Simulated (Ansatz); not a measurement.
# Dielectric response of CeO2 (111) films, part 4 of 6

How well do thin fluorite CeO2 (111) films screen a perpendicular field?

Ansatz 0.2.0; plane-wave DFT, PBE, Ansatz PAW (the session's first sound run).

So far. Step 18 (Single point, 12 atoms, units 4, field -0.05 V/Å): The dipole is -0.0391 e·Å, and the gap on the mesh 1.882 eV.

## 19. Response with the atoms held, 12 atoms, units 4

This step: plane-wave DFT, PBE, Ansatz PAW; response to a field along the normal, atoms held (Ansatz 0.2.0).

Local field over the applied field, running mean. From the potentials at -0.05 and 0.05 V/Å; running mean over 3.123 Å, taken twice. The local field over applied field by z:

| z (Å) | local field over applied field |
| --- | --- |
| 6 | 0.930 |
| 8 | 0.581 |
| 10 | 0.208 |
| 12 | 0.129 |
| 14 | 0.131 |
| 16 | 0.130 |
| 18 | 0.144 |
| 20 | 0.373 |
| 22 | 0.805 |
| 24 | 0.988 |

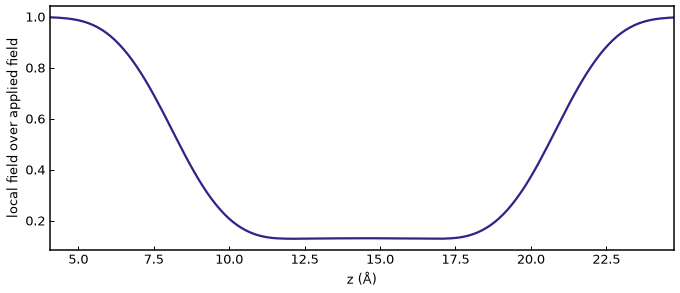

Local field over applied field, plotted against z.

The induced dipole is that of a conductor 11.16 Å thick.

## 20. Field on, atoms free, 12 atoms, units 4, field 0.05 V/Å

This step: plane-wave DFT, PBE, Ansatz PAW (Ansatz 0.2.0).

The same pair of relaxations in the field for this thickness.

File input.yaml:

```yaml
crystal:
  lattice:
    - [3.8254476898, -2.9e-09, 0.0]
    - [-1.9127238424, 3.3129348816, 0.0]
    - [0.0, 0.0, 28.9321273471]
  atoms:
    - { symbol: O, position: [0.6666666667, 0.3333333333, 0.3080737825] }
    - { symbol: Ce, position: [0.3333333333, 0.6666666667, 0.3352973327] }
    - { symbol: O, position: [0.0, 0.0, 0.3630992806] }
    - { symbol: O, position: [0.3333333333, 0.6666666667, 0.4167169083] }
    - { symbol: Ce, position: [0.0, 0.0, 0.444778991] }
    - { symbol: O, position: [0.6666666667, 0.3333333333, 0.472402883] }
    - { symbol: O, position: [0.0, 0.0, 0.5275970961] }
    - { symbol: Ce, position: [0.6666666667, 0.3333333333, 0.5552210073] }
    - { symbol: O, position: [0.3333333333, 0.6666666667, 0.583283108] }
    - { symbol: O, position: [0.6666666667, 0.3333333333, 0.6369007397] }
    - { symbol: Ce, position: [0.3333333333, 0.6666666667, 0.6647026641] }
    - { symbol: O, position: [0.0, 0.0, 0.6919262067] }
kpoints:
  mp_grid: { grid: [12, 12, 1] }
hamiltonian:
  xc: pbe
scf:
  occupations: { method: fixed }
  convergence: { dr2_threshold: 1.0e-10 }
efield:
  axis: 3
  dipole_correction: true
  ramp_position: 0.97
  ramp_width: 0.06
  amplitude: 0.05
relax:
  f_tol: 0.0006
  max_steps: 70
output:
  write_potential: true
  write_density: true
  volumetric_format: npy
```

Run with:

```
> ansatz run input.yaml --threads 4 --pin off --max-ram 16384MiB --backend cpu --events-out ev --progress --plain --runs-dir out
```

Numbers of over 12 decimals in the logs are rounded to 6 here.

Output:

```text
[...]
Crystal: 12 atoms, lattice volume = 366.670 Å³
Basis set: ecut = 420 eV, 7153 PW (Γ), exchange–correlation on 54×54×400 points (8 copies of the dense FFT grid, shifted against one another)
Bands: 60, of which v1, the nominal top of the filled ones, is band 48 counted from 1 (47 counted from 0)
Symmetry: 6 space group operations
k-points: 19 of 144 (time reversal used)
[...]
- { symbol: Ce, position: [0, 0, 0.444817] }
    - { symbol: O, position: [0.666667, 0.333333, 0.472386] }
    - { symbol: O, position: [0, 0, 0.527598] }
    - { symbol: Ce, position: [0.666667, 0.333333, 0.555272] }
    - { symbol: O, position: [0.333333, 0.666667, 0.583289] }
    - { symbol: O, position: [0.666667, 0.333333, 0.636881] }
    - { symbol: Ce, position: [0.333333, 0.666667, 0.664741] }
    - { symbol: O, position: [0, 0, 0.691861] }
[key lines of the parts left out:]
SCF converged after 8 iterations
Free energy (F): -30862.302565 eV
Fermi energy:    1.229029 eV
Dipole field:    D = 0.022109 V/Å  (p = 0.044801 e·Å, saw-weighted, corrected)
```

Run time: 88 s. Hardware: 4 threads of Arm Neoverse V1, shared host; peak memory 0.94 GiB; 5.8 min of CPU time.

No atom moved by 0.005 Å in the relaxation.

The relaxation took 5 steps and lowered the energy by 1.4e-4 eV; the largest force on the free atoms ends at 1.3e-4 eV/Å.

The dipole is 0.0448 e·Å, and the gap on the mesh 1.892 eV.

## 21. Field on, atoms free, 12 atoms, units 4, field -0.05 V/Å

The opposite sign, again from the field-free geometry; the difference of the two cancels what relaxes without a field.

Edit input.yaml of step 20 so:

```diff
@@ -30,3 +30,3 @@
   ramp_width: 0.06
-  amplitude: 0.05
+  amplitude: -0.05
 relax:
```

Output:

```text
[...]
Crystal: 12 atoms, lattice volume = 366.670 Å³
Basis set: ecut = 420 eV, 7153 PW (Γ), exchange–correlation on 54×54×400 points (8 copies of the dense FFT grid, shifted against one another)
Bands: 60, of which v1, the nominal top of the filled ones, is band 48 counted from 1 (47 counted from 0)
Symmetry: 6 space group operations
k-points: 19 of 144 (time reversal used)
[...]
- { symbol: Ce, position: [0, 0, 0.444729] }
    - { symbol: O, position: [0.666667, 0.333333, 0.472402] }
    - { symbol: O, position: [0, 0, 0.527614] }
    - { symbol: Ce, position: [0.666667, 0.333333, 0.555183] }
    - { symbol: O, position: [0.333333, 0.666667, 0.583296] }
    - { symbol: O, position: [0.666667, 0.333333, 0.636904] }
    - { symbol: Ce, position: [0.333333, 0.666667, 0.664659] }
    - { symbol: O, position: [0, 0, 0.691985] }
[key lines of the parts left out:]
SCF converged after 12 iterations
Free energy (F): -30862.302565 eV
Fermi energy:    1.229034 eV
Dipole field:    D = -0.022114 V/Å  (p = -0.044811 e·Å, saw-weighted, corrected)
```

Run time: 100 s. Hardware: 4 threads; peak memory 0.93 GiB.

Hardly anything moved in the relaxation; the energy changed by under 0.2 meV an atom.

The relaxation took 5 steps and lowered the energy by 1.4e-4 eV; the largest force on the free atoms ends at 1.6e-4 eV/Å.

The dipole is -0.0448 e·Å, and the gap on the mesh 1.892 eV.

## 22. Response with the atoms relaxed, 12 atoms, units 4

This step: plane-wave DFT, PBE, Ansatz PAW; response to a field along the normal, atoms relaxed (Ansatz 0.2.0).

Local field over the applied field, running mean. From the potentials at -0.05 and 0.05 V/Å; running mean over 3.123 Å, taken twice. Table of local field over applied field by z:

| z (Å) | local field over applied field |
| --- | --- |
| 6 | 0.918 |
| 8 | 0.484 |
| 10 | 0.0591 |
| 12 | 0.0120 |
| 14 | 0.0343 |
| 16 | 0.0309 |
| 18 | 0.0341 |
| 20 | 0.268 |
| 22 | 0.783 |
| 24 | 0.986 |

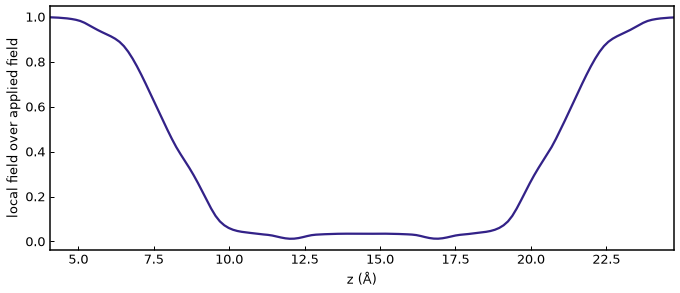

Local field over applied field, plotted against z.

The induced dipole is that of a conductor 12.79 Å thick.

## 23. Relaxation, 15 atoms, units 5

This step: plane-wave DFT, PBE, Ansatz PAW (Ansatz 0.2.0).

System of this step: CeO2 (111), 5 units. The cell holds 15 atoms: 10 O and 5 Ce. Its edges and angles: a = 3.825 Å, b = 3.825 Å, c = 32.056 Å, α = 90.0°, β = 90.0°, γ = 120.0°. It derives from CeO2 (fluorite CeO2). Vacuum lies along c.

The next thickness, treated alike, so that differences show the interior and the faces cancel.

File input.yaml:

```yaml
crystal:
  lattice:
    - [3.82544769, 0.0, 0.0]
    - [-1.91272384, 3.31293488, 0.0]
    - [0.0, 0.0, 32.0555923034]
  atoms:
    - { symbol: O, position: [0.66666667, 0.33333333, 0.2807622431] }
    - { symbol: Ce, position: [0.33333333, 0.66666667, 0.3051219939] }
    - { symbol: O, position: [0.0, 0.0, 0.3294817447] }
    - { symbol: O, position: [0.33333333, 0.66666667, 0.3782012462] }
    - { symbol: Ce, position: [0.0, 0.0, 0.4025609969] }
    - { symbol: O, position: [0.66666667, 0.33333333, 0.4269207477] }
    - { symbol: O, position: [0.0, 0.0, 0.4756402492] }
    - { symbol: Ce, position: [0.66666667, 0.33333333, 0.5] }
    - { symbol: O, position: [0.33333333, 0.66666667, 0.5243597508] }
    - { symbol: O, position: [0.66666667, 0.33333333, 0.5730792523] }
    - { symbol: Ce, position: [0.33333333, 0.66666667, 0.5974390031] }
    - { symbol: O, position: [0.0, 0.0, 0.6217987538] }
    - { symbol: O, position: [0.33333333, 0.66666667, 0.6705182553] }
    - { symbol: Ce, position: [0.0, 0.0, 0.6948780061] }
    - { symbol: O, position: [0.66666667, 0.33333333, 0.7192377569] }
kpoints:
  mp_grid: { grid: [12, 12, 1] }
hamiltonian:
  xc: pbe
scf:
  occupations: { method: fixed }
  convergence: { dr2_threshold: 1.0e-09 }
efield:
  axis: 3
  dipole_correction: true
  ramp_position: 0.97
  ramp_width: 0.06
relax:
  f_tol: 0.003
  max_steps: 100
output:
  write_potential: true
  write_density: true
  volumetric_format: npy
```

Output:

```text
[...]
Crystal: 15 atoms, lattice volume = 406.255 Å³
Basis set: ecut = 420 eV, 7943 PW (Γ), exchange–correlation on 54×54×432 points (8 copies of the dense FFT grid, shifted against one another)
Bands: 75, of which v1, the nominal top of the filled ones, is band 60 counted from 1 (59 counted from 0)
Symmetry: 6 space group operations
[...]
- { symbol: O, position: [0.666667, 0.333333, 0.574692] }
    - { symbol: Ce, position: [0.333333, 0.666667, 0.599645] }
    - { symbol: O, position: [5.684428519448456e-19, -5.68442848972969e-19, 0.624974] }
    - { symbol: O, position: [0.333333, 0.666667, 0.673363] }
    - { symbol: Ce, position: [6.409928119294057e-19, -6.409928085780528e-19, 0.698458] }
    - { symbol: O, position: [0.666667, 0.333333, 0.723028] }
[key lines of the parts left out:]
SCF converged after 14 iterations
Free energy (F): -38578.121916 eV
Fermi energy:    2.201267 eV
Dipole field:    D = 0.000000 V/Å  (p = 0.000000 e·Å, saw-weighted, corrected)
Work function:   Φ+ = 6.4123 eV   Φ− = 6.4123 eV
```

Elapsed: 2.7 min, on 4 threads; peak memory 1.1 GiB.

The steps of the relaxation:

| step | energy less that of the first step (eV) | largest force component (eV/Å) |
| --- | --- | --- |
| 1 | 0.0000 | 0.2309 |
| 2 | -0.0042 | 0.3265 |
| 3 | -0.0452 | 0.0819 |
| 4 | -0.0476 | 0.0123 |
| 5 | -0.0465 | 0.1286 |
| 6 | -0.0476 | 0.0008 |

Relaxation step 5 was tried and not accepted.

Forces are held to the 6 operations that the run works with; a distortion that breaks them can't arise in this run.

The atoms that moved most (Å):

| atom | dx | dy | dz | length |
| --- | --- | --- | --- | --- |
| O1 | 0.000 | 0.000 | -0.122 | 0.122 |
| O15 | 0.000 | 0.000 | 0.122 | 0.122 |
| Ce14 | 0.000 | 0.000 | 0.115 | 0.115 |
| Ce2 | 0.000 | 0.000 | -0.115 | 0.115 |
| O4 | 0.000 | 0.000 | -0.102 | 0.102 |
| O12 | 0.000 | 0.000 | 0.102 | 0.102 |
| O3 | 0.000 | 0.000 | -0.091 | 0.091 |
| O13 | 0.000 | 0.000 | 0.091 | 0.091 |

The relaxation took 6 steps and lowered the energy by 0.048 eV; the largest force on the free atoms ends at 8.4e-4 eV/Å.

The gap is 1.89 eV, with the valence edge 6.41 eV and the conduction edge 4.52 eV under the upper vacuum level.

## 24. Single point on the relaxed film, 15 atoms, units 5

The next thickness, treated alike, so that differences show the interior and the faces cancel.

File input.yaml:

```yaml
crystal:
  lattice:
    - [3.8254476898, -2.9e-09, 0.0]
    - [-1.9127238424, 3.3129348816, 0.0]
    - [0.0, 0.0, 32.0555923034]
  atoms:
    - { symbol: O, position: [0.6666666667, 0.3333333333, 0.2769718154] }
    - { symbol: Ce, position: [0.3333333333, 0.6666666667, 0.3015418279] }
    - { symbol: O, position: [0.0, 0.0, 0.3266370293] }
    - { symbol: O, position: [0.3333333333, 0.6666666667, 0.3750262931] }
    - { symbol: Ce, position: [0.0, 0.0, 0.4003547383] }
    - { symbol: O, position: [0.6666666667, 0.3333333333, 0.4253079047] }
    - { symbol: O, position: [0.0, 0.0, 0.4750432424] }
    - { symbol: Ce, position: [0.6666666667, 0.3333333333, 0.5000000009] }
    - { symbol: O, position: [0.3333333333, 0.6666666667, 0.5249567594] }
    - { symbol: O, position: [0.6666666667, 0.3333333333, 0.5746920985] }
    - { symbol: Ce, position: [0.3333333333, 0.6666666667, 0.5996452622] }
    - { symbol: O, position: [0.0, 0.0, 0.624973704] }
    - { symbol: O, position: [0.3333333333, 0.6666666667, 0.6733629691] }
    - { symbol: Ce, position: [0.0, 0.0, 0.698458173] }
    - { symbol: O, position: [0.6666666667, 0.3333333333, 0.7230281819] }
kpoints:
  mp_grid: { grid: [12, 12, 1] }
hamiltonian:
  xc: pbe
scf:
  occupations: { method: fixed }
  convergence: { dr2_threshold: 1.0e-09 }
efield:
  axis: 3
  dipole_correction: true
  ramp_position: 0.97
  ramp_width: 0.06
output:
  eigenvalues: true
  write_potential: true
  write_density: true
  volumetric_format: npy
```

Output:

```text
[...]
Crystal: 15 atoms, lattice volume = 406.255 Å³
Basis set: ecut = 420 eV, 7943 PW (Γ)
Bands: 75, of which v1, the nominal top of the filled ones, is band 60 counted from 1 (59 counted from 0)
Symmetry: 6 space group operations
k-points: 19 of 144 (time reversal used)
[...]
k-point 0: bands = [... 56 lower, 1.7863, 1.7863, 1.7884, 1.7884, 4.0960, 4.1843, 4.2586, 4.2586, ... 11 higher]
  k-point 1: bands = [... 56 lower, 1.8055, 1.8091, 1.8932, 1.8941, 4.1043, 4.1860, 4.2526, 4.2667, ... 11 higher]
  k-point 2: bands = [... 56 lower, 1.8657, 1.8664, 2.0573, 2.0915, 4.1260, 4.1913, 4.2357, 4.2574, ... 11 higher]
  k-point 18: bands = [... 56 lower, 1.9712, 1.9712, 2.0663, 2.1058, 4.1496, 4.1496, 4.1691, 4.1719, ... 11 higher]
[key lines of the parts left out:]
SCF converged after 15 iterations
Free energy (F): -38578.122203 eV
Fermi energy:    2.201223 eV
Dipole field:    D = -0.000000 V/Å  (p = -0.000000 e·Å, saw-weighted, corrected)
Work function:   Φ+ = 6.4124 eV   Φ− = 6.4124 eV
```

It took 34 s on 4 threads; peak memory 1.3 GiB; 2.2 min of CPU time.

The gap is 1.89 eV, with the valence edge 6.41 eV and the conduction edge 4.52 eV under the upper vacuum level.

## 25. Single point, 15 atoms, units 5, field 0.05 V/Å

Edit input.yaml of step 24 so:

```diff
@@ -27,3 +27,3 @@
   occupations: { method: fixed }
-  convergence: { dr2_threshold: 1.0e-09 }
+  convergence: { dr2_threshold: 1.0e-10 }
 efield:
@@ -33,4 +33,4 @@
   ramp_width: 0.06
+  amplitude: 0.05
 output:
-  eigenvalues: true
   write_potential: true
```

Output:

```text
[...]
Crystal: 15 atoms, lattice volume = 406.255 Å³
Basis set: ecut = 420 eV, 7943 PW (Γ)
Bands: 75, of which v1, the nominal top of the filled ones, is band 60 counted from 1 (59 counted from 0)
Symmetry: 6 space group operations
k-points: 19 of 144 (time reversal used)
[...]
k-point 0: bands = [... 56 lower, 1.7457, 1.7457, 1.8291, 1.8291, 4.0870, 4.1901, 4.2345, 4.2345, ... 11 higher]
  k-point 1: bands = [... 56 lower, 1.7670, 1.8477, 1.8550, 1.9326, 4.0952, 4.1907, 4.2299, 4.2434, ... 11 higher]
  k-point 2: bands = [... 56 lower, 1.8667, 1.8927, 2.0373, 2.1129, 4.1162, 4.1945, 4.2165, 4.2560, ... 11 higher]
  k-point 18: bands = [... 56 lower, 1.9617, 1.9820, 2.0463, 2.1260, 4.1385, 4.1413, 4.1594, 4.1987, ... 11 higher]
[key lines of the parts left out:]
SCF converged after 26 iterations
Free energy (F): -38578.123423 eV
Fermi energy:    2.217527 eV
Dipole field:    D = 0.021742 V/Å  (p = 0.048813 e·Å, saw-weighted, corrected)
```

The job ended after 66 s (4 threads; peak memory 1.3 GiB; 4.3 min of CPU time).

The dipole is 0.0488 e·Å, and the gap on the mesh 1.869 eV.

## 26. Atoms held, 15 atoms, units 5, field -0.05 V/Å

Edit input.yaml of step 25 so:

```diff
@@ -33,3 +33,3 @@
   ramp_width: 0.06
-  amplitude: 0.05
+  amplitude: -0.05
 output:
```

Output:

```text
[...]
Crystal: 15 atoms, lattice volume = 406.255 Å³
Basis set: ecut = 420 eV, 7943 PW (Γ)
Bands: 75, of which v1, the nominal top of the filled ones, is band 60 counted from 1 (59 counted from 0)
Symmetry: 6 space group operations
k-points: 19 of 144 (time reversal used)
[...]
k-point 0: bands = [... 56 lower, 1.7457, 1.7457, 1.8291, 1.8291, 4.0870, 4.1901, 4.2345, 4.2345, ... 11 higher]
  k-point 1: bands = [... 56 lower, 1.7670, 1.8477, 1.8550, 1.9326, 4.0952, 4.1907, 4.2299, 4.2434, ... 11 higher]
  k-point 2: bands = [... 56 lower, 1.8667, 1.8927, 2.0373, 2.1129, 4.1162, 4.1945, 4.2165, 4.2560, ... 11 higher]
  k-point 18: bands = [... 56 lower, 1.9617, 1.9820, 2.0463, 2.1260, 4.1385, 4.1413, 4.1594, 4.1987, ... 11 higher]
[key lines of the parts left out:]
SCF converged after 27 iterations
Free energy (F): -38578.123423 eV
Fermi energy:    2.217527 eV
Dipole field:    D = -0.021742 V/Å  (p = -0.048814 e·Å, saw-weighted, corrected)
```

It took 68 s on 4 threads; peak memory 1.3 GiB.

The dipole is -0.0488 e·Å, and the gap on the mesh 1.869 eV.

## 27. Response with the atoms held, 15 atoms, units 5

This step: plane-wave DFT, PBE, Ansatz PAW; response to a field along the normal, atoms held (Ansatz 0.2.0).

Local field over the applied field, running mean. From the potentials at -0.05 and 0.05 V/Å; running mean over 3.123 Å, taken twice. The local field over applied field by z:

| z (Å) | local field over applied field |
| --- | --- |
| 6 | 0.927 |
| 8 | 0.573 |
| 10 | 0.204 |
| 12 | 0.129 |
| 14 | 0.131 |
| 16 | 0.131 |
| 18 | 0.131 |
| 20 | 0.129 |
| 22 | 0.199 |
| 24 | 0.560 |
| 26 | 0.921 |

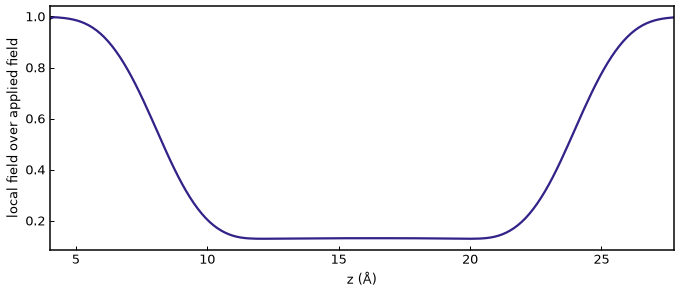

Local field over applied field against z.

The induced dipole is that of a conductor 13.94 Å thick.

## 28. Relaxing in the field, 15 atoms, units 5, field 0.05 V/Å

This step: plane-wave DFT, PBE, Ansatz PAW (Ansatz 0.2.0).

The same pair of relaxations in the field for this thickness.

Edit input.yaml of step 26 so:

```diff
@@ -33,3 +33,6 @@
   ramp_width: 0.06
-  amplitude: -0.05
+  amplitude: 0.05
+relax:
+  f_tol: 0.0006
+  max_steps: 70
 output:
```

Output:

```text
[...]
Crystal: 15 atoms, lattice volume = 406.255 Å³
Basis set: ecut = 420 eV, 7943 PW (Γ), exchange–correlation on 54×54×432 points (8 copies of the dense FFT grid, shifted against one another)
Bands: 75, of which v1, the nominal top of the filled ones, is band 60 counted from 1 (59 counted from 0)
Symmetry: 6 space group operations
k-points: 19 of 144 (time reversal used)
[...]
- { symbol: Ce, position: [0.666667, 0.333333, 0.500037] }
    - { symbol: O, position: [0.333333, 0.666667, 0.524946] }
    - { symbol: O, position: [0.666667, 0.333333, 0.574683] }
    - { symbol: Ce, position: [0.333333, 0.666667, 0.599683] }
    - { symbol: O, position: [0, 0, 0.624969] }
    - { symbol: O, position: [0.333333, 0.666667, 0.673348] }
    - { symbol: Ce, position: [0, 0, 0.698492] }
    - { symbol: O, position: [0.666667, 0.333333, 0.722969] }
[key lines of the parts left out:]
SCF converged after 6 iterations
Free energy (F): -38578.123307 eV
Fermi energy:    2.202491 eV
Dipole field:    D = 0.024770 V/Å  (p = 0.055611 e·Å, saw-weighted, corrected)
```

It took 2.1 min on 4 threads; peak memory 1.1 GiB.

The relaxation took 4 steps and lowered the energy by 1.7e-4 eV; the largest force on the free atoms ends at 3.4e-4 eV/Å.

The dipole is 0.0556 e·Å, and the gap on the mesh 1.893 eV.

## 29. Field on, atoms free, 15 atoms, units 5, field -0.05 V/Å

The opposite sign, again from the field-free geometry; the difference of the two cancels what relaxes without a field.

Edit input.yaml of step 28 so:

```diff
@@ -33,3 +33,3 @@
   ramp_width: 0.06
-  amplitude: 0.05
+  amplitude: -0.05
 relax:
```

Output:

```text
[...]
Crystal: 15 atoms, lattice volume = 406.255 Å³
Basis set: ecut = 420 eV, 7943 PW (Γ), exchange–correlation on 54×54×432 points (8 copies of the dense FFT grid, shifted against one another)
Bands: 75, of which v1, the nominal top of the filled ones, is band 60 counted from 1 (59 counted from 0)
Symmetry: 6 space group operations
k-points: 19 of 144 (time reversal used)
[...]
- { symbol: Ce, position: [0.666667, 0.333333, 0.499963] }
    - { symbol: O, position: [0.333333, 0.666667, 0.524965] }
    - { symbol: O, position: [0.666667, 0.333333, 0.574701] }
    - { symbol: Ce, position: [0.333333, 0.666667, 0.599608] }
    - { symbol: O, position: [0, 0, 0.624980] }
    - { symbol: O, position: [0.333333, 0.666667, 0.673370] }
    - { symbol: Ce, position: [0, 0, 0.698419] }
    - { symbol: O, position: [0.666667, 0.333333, 0.723083] }
[key lines of the parts left out:]
SCF converged after 6 iterations
Free energy (F): -38578.123307 eV
Fermi energy:    2.202490 eV
Dipole field:    D = -0.024770 V/Å  (p = -0.055611 e·Å, saw-weighted, corrected)
```

Elapsed: 2.1 min, on 4 threads; peak memory 1.1 GiB.

The relaxation took 4 steps and lowered the energy by 1.7e-4 eV; the largest force on the free atoms ends at 3.4e-4 eV/Å.

The dipole is -0.0556 e·Å, and the gap on the mesh 1.893 eV.

[end of part 4 of 6]

[Logs are printed without paths, hosts, clocks, repeated set-up lines and the standing remarks that a program may print on its own settings, such as how far it seeks lower states.]

[Hosts, paths, dates, database ids (printed as entryN), source tags and the programs' standing remarks are cut or masked in the printed files.]

[Maps of the electrostatic potential energy from Ansatz leave out the sawtooth potential of an applied field or a dipole correction, so their vacuum need not be flat; planar profiles and work functions include it.]
